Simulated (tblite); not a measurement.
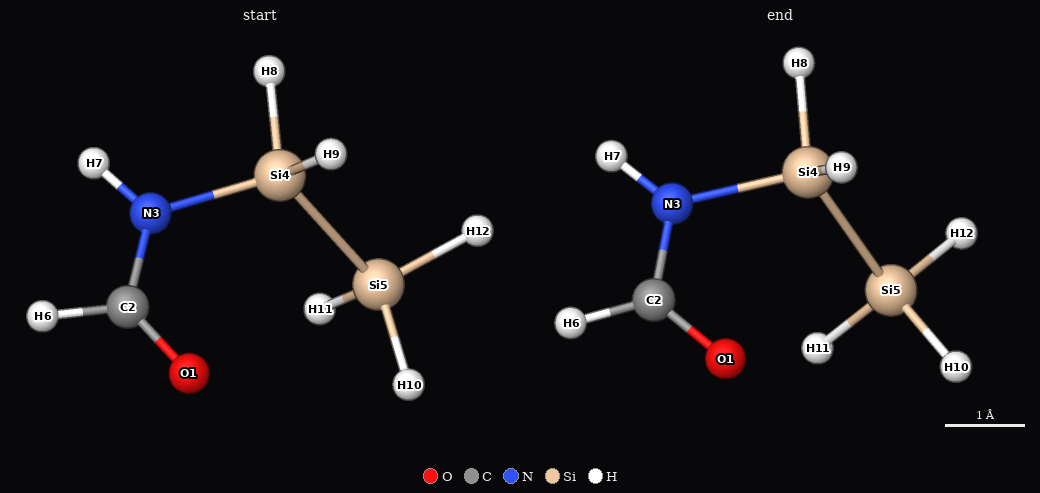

The structure of CH₇NOSi₂ before (left) and after (right) a relaxation, at one scale.

Style: ball-and-stick. Shown from a free direction.

Method: tblite, GFN2-xTB geometry optimisation, dihedral held, gas phase. 

**Summarise the run.**

The largest move after the best rigid fit is that of H11, 0.76 Å. By element the largest moves are H 0.76 Å, O 0.45 Å, C 0.27 Å, Si 0.19 Å, N 0.17 Å. Near-neighbour distances that change, for instance: O1–Si4 3.068 → 2.719 Å, C2–N3 1.363 → 1.331 Å, Si5–H11 1.499 → 1.468 Å, Si4–H9 1.496 → 1.465 Å. Among the angles between lasting bonds that change: Si4–N3–H7 116.7° → 127.2°, C2–N3–Si4 121.6° → 113.0°, N3–Si4–Si5 117.1° → 108.8°. Groups turn about Si4–Si5 by about 35°. Over 94 geometry steps the energy falls by 4.69 kcal/mol.
